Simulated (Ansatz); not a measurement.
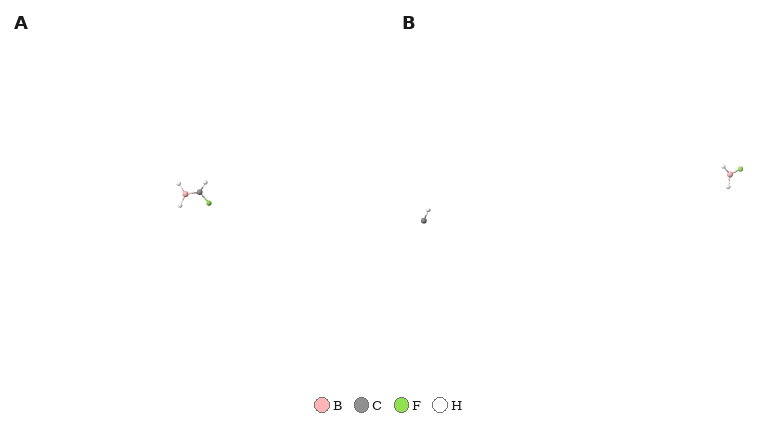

2 stationary structures of one formula. State: charge −1, singlet. Geometries: PBE0-D4/def2-TZVPD. Electronic energies: RHF-CCSD(T) (frozen core)/def2-TZVPPD (Ansatz 0.2.0), without zero-point energy. No frequency run is at hand to confirm each as a minimum.

Question: Which is lowest in energy, and by how much?

Answer: A is lowest (Cs); B lies 118.5 kcal/mol above it.
